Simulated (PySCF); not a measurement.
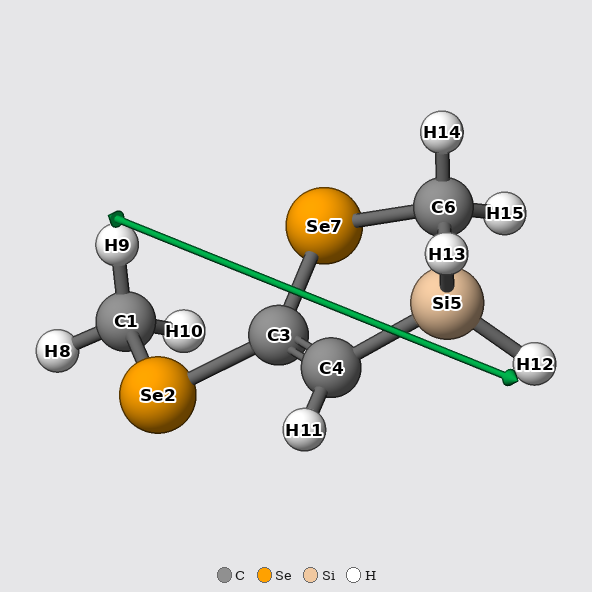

The double arrow shows the direction of the transition dipole to excited singlet state 3 (its length means nothing). The geometry was computed by an optimisation with GFN2-xTB. No frequency run is at hand to confirm it as a minimum. Method: TDDFT B3LYP/def2-SVPD, vertical, gas phase, core orbitals frozen in the response (PySCF 2.14.0).

### How is the transition polarised?

Nearly parallel to the C3–C4 bond.

### Give its energy, strength and character.

4.57 eV (271 nm), oscillator strength 0.13, mainly HOMO → LUMO (weight 0.83); transition dipole 2.78 D.

The geometry is semi-empirical. Around Se, Si such bond lengths and angles can be off by a tenth of an ångström or more and by several degrees, and values that hang on the shape move with them.
